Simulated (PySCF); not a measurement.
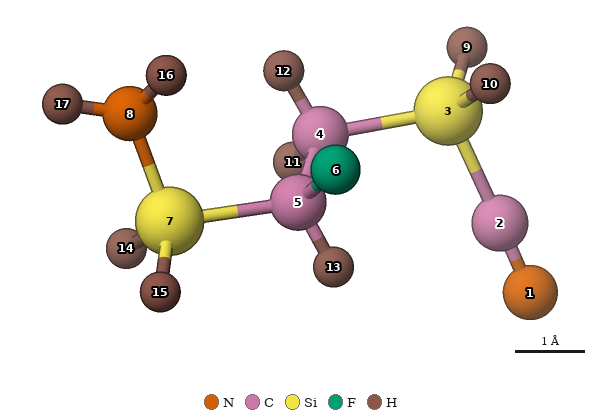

**Figure 1.** The structure (ball-and-stick view, seen at a tilt; atoms are numbered from 1 in the order of the input).

C3H9FN2Si2: excited-state calculation

C3H9FN2Si2, computed with TDDFT CAM-B3LYP/def2-SVPD, vertical, gas phase, core orbitals frozen in the response (PySCF 2.14.0).

The geometry comes from this level: GFN2-xTB. It belongs to a series of runs on one base structure; here: H on Si replaced by NH2.

**What the program printed**
```
coarse grid: 15296 points
cycle   1  E = -907.3151396951  dE =  6.522e-01  |g| = 6.823e-01  |ddm| = 5.328e+00
cycle   2  E = -907.2358856869  dE =  7.925e-02  |g| = 9.689e-01  |ddm| = 1.974e+00
cycle   3  E = -907.4186508857  dE = -1.828e-01  |g| = 1.365e-01  |ddm| = 1.003e+00
cycle   4  E = -907.4216762232  dE = -3.025e-03  |g| = 7.252e-02  |ddm| = 1.896e-01
cycle   5  E = -907.4227462034  dE = -1.070e-03  |g| = 1.325e-02  |ddm| = 9.731e-02
cycle   6  E = -907.4227814773  dE = -3.527e-05  |g| = 4.443e-03  |ddm| = 2.475e-02
cycle   7  E = -907.4227856903  dE = -4.213e-06  |g| = 1.052e-03  |ddm| = 6.094e-03
final grid: 139416 points
cycle   8  E = -907.5441375849  dE = -2.433e-05  |g| = 5.412e-03  |ddm| = 5.306e-02
cycle   9  E = -907.5441348989  dE =  2.686e-06  |g| = 6.840e-03  |ddm| = 1.278e-02
cycle  10  E = -907.5441434362  dE = -8.537e-06  |g| = 3.634e-04  |ddm| = 6.146e-03
cycle  11  E = -907.5441434548  dE = -1.858e-08  |g| = 2.501e-04  |ddm| = 6.632e-04
cycle  12  E = -907.5441434663  dE = -1.149e-08  |g| = 9.179e-05  |ddm| = 4.003e-04
cycle  13  E = -907.5441434681  dE = -1.849e-09  |g| = 2.673e-05  |ddm| = 1.052e-04
cycle  14  E = -907.5441434683  dE = -1.612e-10  |g| = 5.889e-06  |ddm| = 4.211e-05
```

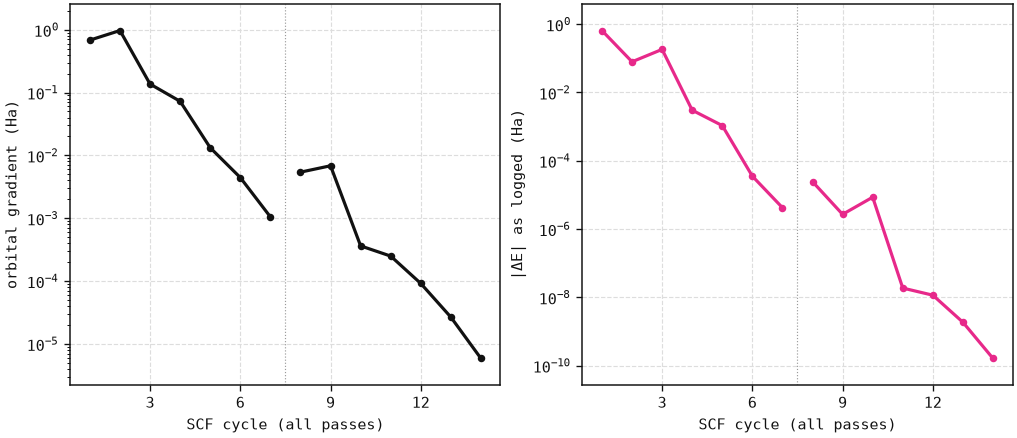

**Figure 2.** Convergence of the self-consistent field: orbital gradient and size of the energy change against the SCF cycle. The dotted line marks the change from a coarse to the final integration grid. The first 7 cycles use a coarse grid, the final grid takes over at cycle 8, and the field converges after 14 cycles in all.

```
converged SCF energy = -907.5441434683

Static polarisability (au): isotropic 98.579, principal 83.109 98.340 114.288

Singlet excitations
state   eV       nm        f      main configurations
  1   6.5118    190.4   0.02040   H->L 0.39, H->L+1 0.32, H->L+2 0.19
  2   7.1838    172.6   0.00201   H-3->L+1 0.15, H-2->L 0.14, H-1->L 0.13
  3   7.3056    169.7   0.01299   H-1->L 0.37
  4   7.4381    166.7   0.07256   H->L+6 0.21, H->L+3 0.20, H-1->L 0.17
  5   7.4874    165.6   0.00771   H-1->L+2 0.20, H-2->L 0.18, H-3->L+2 0.13
  6   7.5353    164.5   0.00390   H-1->L+1 0.21, H-1->L+2 0.10, H-2->L+2 0.09
  7   7.7063    160.9   0.03902   H-1->L 0.12, H-2->L+2 0.11, H->L 0.10
  8   7.8786    157.4   0.07270   H-1->L+3 0.29, H-1->L+1 0.20, H-1->L+4 0.12

Triplet excitations (Tamm-Dancoff, eV): 6.0100 6.1324 6.5219
```

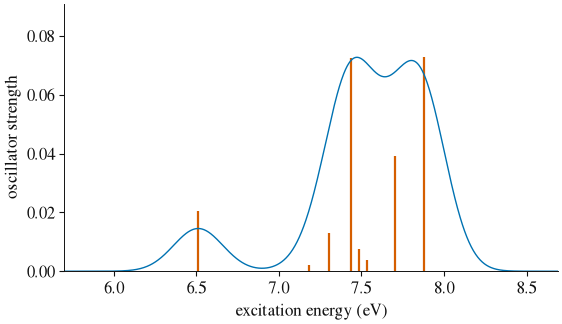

**Figure 3.** Computed excitations as sticks (degenerate states added up, dark ones marked on the axis), with a Gaussian envelope of 0.35 eV full width at half maximum, scaled to the tallest. Of the 8 states the lowest lies at 6.51 eV (f = 0.020); the strongest line is at 7.88 eV, or 157 nm (f = 0.073).

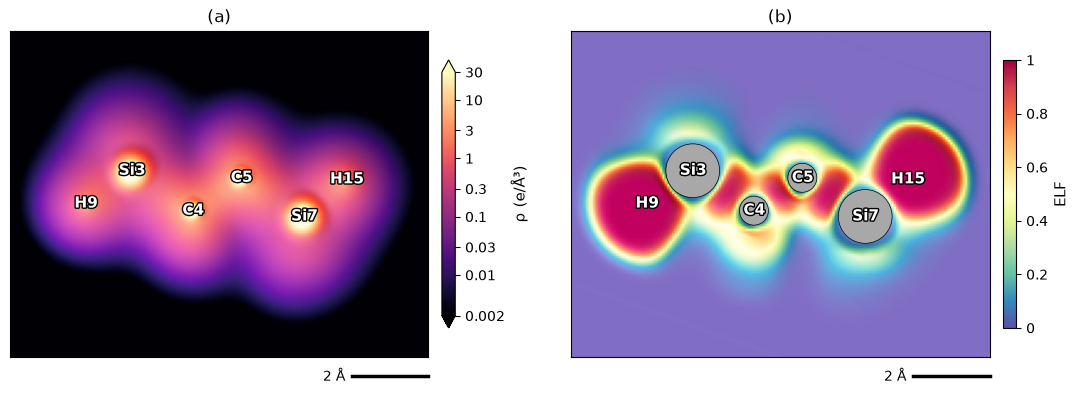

**Figure 4.** (a) electron density; (b) electron localisation function on the plane of atoms C4, C5 and Si7. Grey discs, where drawn, cover atomic cores. Atoms in the plane: Si, C and H. C–C (1.52 Å): ρ at the midpoint is about 1.7 e/Å³; the ELF peaks at about 0.95 between the atoms, as expected for localised, shared-pair bonding. C–Si (1.92 Å): ρ is about 0.96 e/Å³ halfway; the ELF peaks at about 1 between the atoms, which marks a covalent bond.

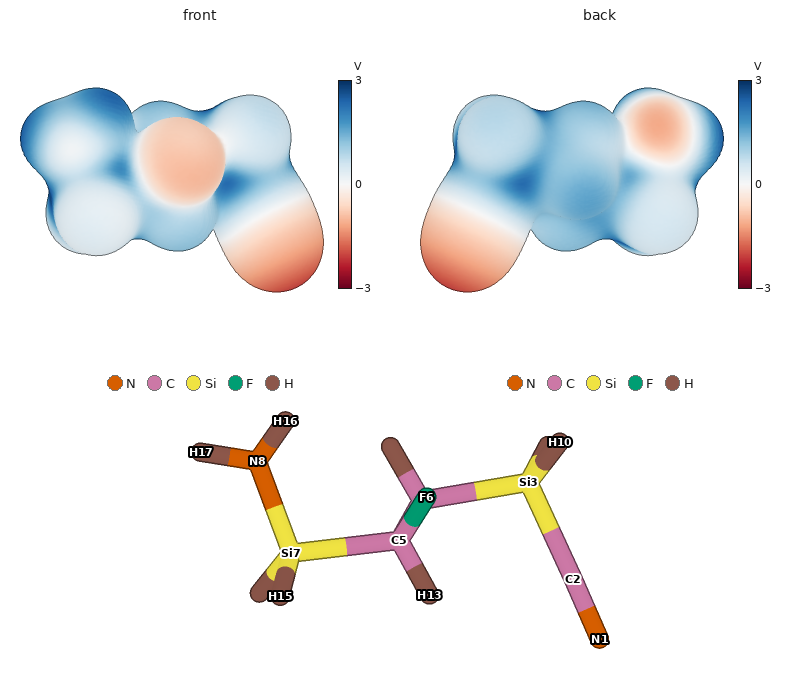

**Figure 5.** The molecular electrostatic potential painted on the density surface at 0.004 e/bohr³, seen at a tilt and from behind; red is negative and blue positive. The bare structure is drawn below in the same view.

This output came from the following input.

**Input file**
```
{"job": {"kind": "uv", "xc": "CAM-B3LYP", "basis": "def2-SVPD", "nstates": 8, "ntriplets": 3}, "charge": 0, "multiplicity": 1}
N      3.938899    -1.004169     0.987489
C      3.267865    -0.171170     0.576589
Si     2.144342     1.165425    -0.095379
C      0.527714     0.268250    -0.557376
C     -0.168866    -0.341769     0.650016
F     -0.377898     0.668500     1.596583
Si    -1.870430    -1.141380     0.258459
N     -2.778603     0.162060    -0.398788
H      2.802902     1.709397    -1.286186
H      1.970856     2.153308     0.966465
H      0.722495    -0.535586    -1.268402
H     -0.158548     0.963217    -1.044006
H      0.500014    -1.053533     1.146386
H     -1.714874    -2.131850    -0.804456
H     -2.362032    -1.747407     1.501108
H     -2.735537     1.054813     0.069608
H     -3.715296    -0.006076    -0.728182
```

The first line tells a small driver script what to run in PySCF; the rest is the geometry in Å.

Command:
```bash
OMP_NUM_THREADS=1 python <driver script> task.json out
```

**Results in brief**

```tsv
quantity	value
outcome	converged
total energy	−907.544143 hartree
HOMO	−9.23 eV
LUMO	0.53 eV
dipole moment	4.71 D
mean polarisability	98.58 a.u.
lowest singlet excitation	6.51 eV
hardware	1 CPU thread, shared host
wall time	2.6 min
peak memory	1.1 GiB
```
